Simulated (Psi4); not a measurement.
# One shape, several levels: doublet CH4FGeN+

Aim: a comparison of 5 runs (UHF/STO-3G, UHF/3-21G, U-wB97X-V/6-31G*, UHSE06/6-31G*, UTPSSh/6-31G*) of doublet CH4FGeN+. 

The calculation is run with Psi4 1.11.

## (1) The molecule

The species is CH4FGeN+ (8 atoms), meant as a doublet with charge +1. SMILES of the parent species: `[H]/N=[C](/F)[GeH3]`. Geometry: relaxed at PBE0-D4/def2-TZVP. That shape belongs to the parent species and isn't relaxed for this state.

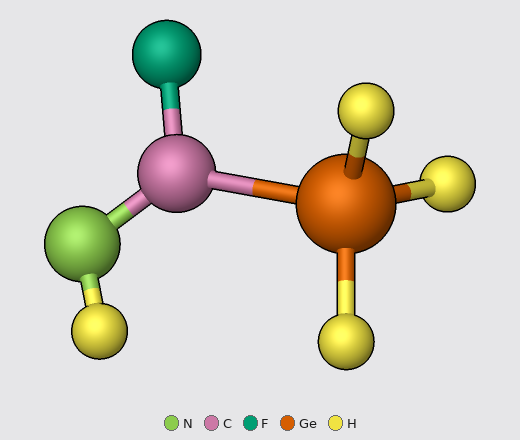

Viewed from a chosen angle; nitrogen green, carbon pink, fluorine teal, germanium orange, hydrogen yellow.

## (2) A single-point energy at UHF/STO-3G (run 1)

run.py

```python
import psi4

psi4.set_memory(2200000000)
psi4.set_num_threads(1)
psi4.set_output_file('output.dat', False)

molecule = psi4.geometry("""
1 2
N      1.895900     0.222300    -0.348500
C      0.908100     0.027300     0.385600
F      1.137400    -0.127100     1.702400
Ge    -1.019900    -0.103800    -0.035500
H      1.617200     0.325400    -1.319900
H     -1.766200     1.006900     0.710300
H     -1.149700     0.071600    -1.553900
H     -1.530700    -1.479600     0.403700
units angstrom
symmetry c1
no_reorient
no_com
""")

psi4.set_options({
    'basis': 'STO-3G',
    'reference': 'uhf',
    'puream': True,
    'e_convergence': 1e-09,
    'd_convergence': 1e-08,
    'scf_type': 'pk',
    'maxiter': 100,
})

e, wfn = psi4.energy('scf', return_wfn=True)
psi4.oeprop(wfn, 'LOWDIN_CHARGES', 'QUADRUPOLE', 'MAYER_INDICES', title='SCF')
print(f'total energy {e:.8f} hartree = {e * 27.211386:.5f} eV')
```

The run is started by

```console
$ python run.py
```

output.dat:

```text
[...]
  Running in c1 symmetry.
[...]
  Nuclear repulsion =  257.992179624617791
[...]
  Multiplicity = 2
[...]
  Nalpha       = 29
  Nbeta        = 28
[...]
    Number of basis functions: 37
[...]
   @UHF iter   1: -2242.45907614137059   -3.85999e+00   2.11861e-02 DIIS/ADIIS
[...]
   @UHF iter  20: -2242.98087613502048    0.00000e+00   5.65438e-09 DIIS
[...]
   @S^2 Observed:                8.341932920E-01
[...]
  @UHF Final Energy: -2242.98087613502048
   => Energetics <=
    Nuclear Repulsion Energy =            257.9921796246177905
    One-Electron Energy =               -3643.9358785892081869
    Two-Electron Energy =                1142.9628228295698591
    Total Energy =                      -2242.9808761350204804
  UHF NO Occupations:
  HONO-2 :   27  A 1.9966187
  HONO-1 :   28  A 1.9624531
  HONO-0 :   29  A 1.0000000
  LUNO+0 :   30  A 0.0375469
  LUNO+1 :   31  A 0.0033813
[...]
 Multipole Moments:
 ------------------------------------------------------------------------------------
     Multipole            Electronic (a.u.)      Nuclear  (a.u.)        Total (a.u.)
 ------------------------------------------------------------------------------------
 L = 1.  Multiply by 2.5417464519 to convert [e a0] to [Debye]
 Dipole X            :         13.2101374          -12.3015502            0.9085873
 Dipole Y            :          5.4637592           -5.3314843            0.1322749
 Dipole Z            :        -23.6977553           23.2434424           -0.4543129
 Magnitude           :                                                    1.0244158
 L = 2.  Multiply by 1.3450342976 to convert [e a0^2] to [Debye ang]
 Quadrupole XX       :       -317.8348229          301.5334412          -16.3013817
 Quadrupole XY       :        -21.0069383           21.8404184            0.8334801
[...]
```

Standard output:

```text
total energy -2242.98087614 hartree = -61034.61841 eV
```

Wall time 1.4 s (1 thread of Intel Xeon 6975P-C (Granite Rapids), shared host); peak memory 0.2 GiB.

## (3) Energy and gradient at UHF/3-21G (run 2)

calc.inp

```
memory 2200 mb

molecule {
  1 2
  N
  C 1 r2
  F 2 r3 1 a3
  Ge 2 r4 1 a4 3 d4
  H 1 r5 2 a5 3 d5
  H 4 r6 2 a6 1 d6
  H 4 r7 6 a7 2 d7
  H 4 r8 6 a8 7 d8

  r2 = 1.246064
  r3 = 1.345504
  a3 = 117.35015
  r4 = 1.977801
  a4 = 131.12572
  d4 = 179.97709
  r5 = 1.015835
  a5 = 111.20808
  d5 = 179.99373
  r6 = 1.531939
  a6 = 108.85543
  d6 = -119.12724
  r7 = 1.533999
  a7 = 110.96278
  d7 = -117.00607
  r8 = 1.531874
  a8 = 110.43461
  d8 = -123.51613
  symmetry c1
}

set {
  basis 3-21G
  reference uhf
  puream true
  e_convergence 1e-09
  d_convergence 1e-08
  scf_type pk
  maxiter 100
}

energy_value, wavefunction = gradient("hf", return_wfn=True)
oeprop(wavefunction, "DIPOLE", "WIBERG_LOWDIN_INDICES", "MAYER_INDICES")
```

The run is started by

```console
$ psi4 -n 1 calc.inp calc.out
```

calc.out:

```text
[...]
  Running in c1 symmetry.
[...]
  Nuclear repulsion =  257.992174955885957
[...]
  Multiplicity = 2
[...]
  Nalpha       = 29
  Nbeta        = 28
[...]
    Number of basis functions: 57
[...]
   @UHF iter   1: -2257.44060374755509   -3.73708e+00   1.56372e-02 DIIS/ADIIS
[...]
   @UHF iter  19: -2257.97866130675357   -1.81899e-12   6.86555e-09 DIIS
[...]
   @S^2 Observed:                8.291960995E-01
[...]
  @UHF Final Energy: -2257.97866130675357
   => Energetics <=
    Nuclear Repulsion Energy =            257.9921749558859574
    One-Electron Energy =               -3648.5388503825770385
    Two-Electron Energy =                1132.5680141199370610
    Total Energy =                      -2257.9786613067535654
  UHF NO Occupations:
  HONO-2 :   27  A 1.9967899
  HONO-1 :   28  A 1.9647819
  HONO-0 :   29  A 1.0000000
  LUNO+0 :   30  A 0.0352181
  LUNO+1 :   31  A 0.0032101
[...]
  -Total Gradient:
     Atom            X                  Y                   Z
    ------   -----------------  -----------------  -----------------
       1        0.000005830760    -0.064655414332    -0.014992797991
       2        0.000010754697     0.086306748115    -0.026274115724
       3       -0.000024979058    -0.015583814114     0.002516585267
       4       -0.000021293906    -0.043526013962    -0.033952555405
       5        0.000012754002     0.013565813374     0.049743954195
       6        0.001220083623     0.008317657800     0.009095563416
       7       -0.000025395014     0.007263809480     0.004701643756
       8       -0.001177755105     0.008311213618     0.009161722470
[...]
```

It took 2 s on 1 thread of Intel Xeon 6975P-C (Granite Rapids), shared host; peak memory 0.22 GiB.

Runs 3 to 4 aren't shown in full; the table further down has their settings and results.

## (4) Energy and forces at UTPSSh/6-31G(d) (spherical functions) (run 5)

calc.inp

```
memory 2200 mb

molecule {
  1 2
  N      3.58273176     0.42008612    -0.65856955
  C      1.71606029     0.05158952     0.72867839
  F      2.14937449    -0.24018419     3.21706975
  Ge    -1.92733167    -0.19615357    -0.06708528
  H      3.05606509     0.61491688    -2.49424951
  H     -3.33763428     1.90276523     1.34227247
  H     -2.17261813     0.13530439    -2.93644543
  H     -2.89260378    -2.79603877     0.76288244
  units au
  symmetry c1
}

set {
  basis                6-31G*
  reference            uks
  puream               true
  e_convergence        1e-09
  d_convergence        1e-08
  scf_type             pk
  dft_radial_points    99
  dft_spherical_points 590
  maxiter              100
}

E, wfn = gradient("tpssh", return_wfn=True)
oeprop(wfn, "WIBERG_LOWDIN_INDICES", "DIPOLE", "LOWDIN_CHARGES", title="TPSSH")
```

The run is started by

```console
$ psi4 -n 1 calc.inp calc.out
```

calc.out:

```text
[...]
  Running in c1 symmetry.
[...]
  Nuclear repulsion =  257.992180007590889
[...]
  Multiplicity = 2
[...]
  Nalpha       = 29
  Nbeta        = 28
[...]
    Number of basis functions: 82
[...]
   @UKS iter   1: -2269.85075767574381   -1.47286e+00   3.37611e-02 ADIIS/DIIS
[...]
   @UKS iter  18: -2271.38130741693249   -4.54747e-13   7.84361e-09 DIIS
[...]
   @S^2 Observed:                7.571228549E-01
[...]
  @UKS Final Energy: -2271.38130741693249
   => Energetics <=
    Nuclear Repulsion Energy =            257.9921800075908891
    One-Electron Energy =               -3660.0743210412292683
    Two-Electron Energy =                1223.5672302978516655
    DFT Exchange-Correlation Energy =     -92.8663966811458010
    Empirical Dispersion Energy =           0.0000000000000000
    VV10 Nonlocal Energy =                  0.0000000000000000
    Total Energy =                      -2271.3813074169324864
  UHF NO Occupations:
  HONO-2 :   27  A 1.9984570
  HONO-1 :   28  A 1.9984473
[...]
  -Total Gradient:
     Atom            X                  Y                   Z
    ------   -----------------  -----------------  -----------------
       1        0.035038695883    -0.000999101708     0.033056545708
       2       -0.047718897480     0.007412435324    -0.090091011312
       3        0.017863285300    -0.001110978838     0.021119796665
       4        0.047578037337     0.001775413246     0.021418957705
       5       -0.027166810665    -0.005620446866     0.022144990311
       6       -0.009817295875    -0.004075549150    -0.003628053641
       7       -0.005248768815    -0.000354404774    -0.001244852946
       8       -0.010512210128     0.002971677607    -0.002758137364
[...]
```

Run time: 58 s. Hardware: 1 thread of Intel Xeon 6975P-C (Granite Rapids), shared host; peak memory 1.3 GiB.

## (5) Overview of the runs

```
run                                   level      task         integration grid   energy (Eh)  HOMO energy (eV)  LUMO energy (eV)   ⟨S²⟩  wall time
  1                              UHF/STO-3G    energy                        –  -2242.980876            -17.11             -4.72  0.834      1.4 s
  2                               UHF/3-21G  gradient                        –  -2257.978661            -18.24             -6.97  0.829        2 s
  3  U-wB97X-V/6-31G* (spherical functions)    energy  99 radial × 590 angular  -2271.148649            -17.79            -10.45  0.759    2.1 min
  4     UHSE06/6-31G* (spherical functions)    energy  99 radial × 590 angular  -2270.949264            -15.02            -12.90  0.759       41 s
  5     UTPSSh/6-31G* (spherical functions)  gradient  99 radial × 590 angular  -2271.381307            -14.88            -13.02  0.757       58 s
```

## (6) Results

| quantity | value |
| --- | --- |
| run 5: total energy | -2271.38131 Eh |
| run 5: HOMO energy (highest over α and β) | -14.88 eV |
| run 5: LUMO energy (lowest over α and β) | -13.02 eV |
| run 5: ⟨S²⟩ | 0.757 |
| run 5: largest force on an atom | 5.256 eV/Å |

In words: Totals of different functionals can't be ranked against each other. In run 1 the basis is minimal, so the values are rough. All runs together took 3.8 min, the longest 2.1 min.
